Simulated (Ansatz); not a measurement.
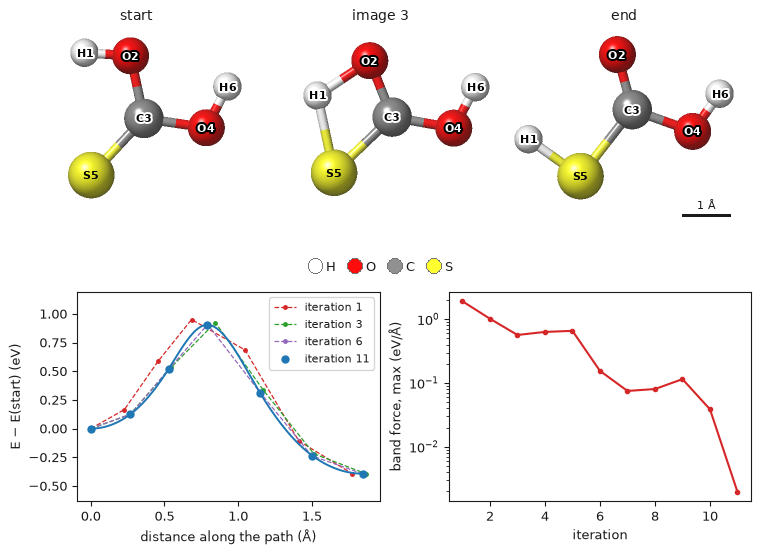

A nudged-elastic-band calculation for CH2O2S. Images are numbered from 0 (start) to 6 (end). The plot follows the band through its iterations. A ball-and-stick model, seen face on.

These are results of RKS PBE/def2-TZVP in Ansatz 0.2.0, not measurements. Set-up: 5 movable images; climbing image; force threshold 0.03 eV/Å; iteration limit 60; spring constant 0.1 eV/Å²; starting path through a guess of the saddle point.

Question: How did the profile develop, and is the result final?

Answer: The run is converged, with reservations. The band converged in 11 iterations. The largest component of the band force went from 1.9 to 0.002 eV/Å. The climbing image converged on the top of the path. Its curvatures weren't checked. The spring constant is far from the usual few eV/Å², which spoils the spacing or the steps. The first iteration put the highest image at 0.95 eV. The energy climbs by 0.90 eV to image 3 and then falls by 1.30 eV, so the end point sits at −0.39 eV.

The run took 86 s on 4 threads of Arm Neoverse N1 (shared host), peak memory 0.23 GiB.
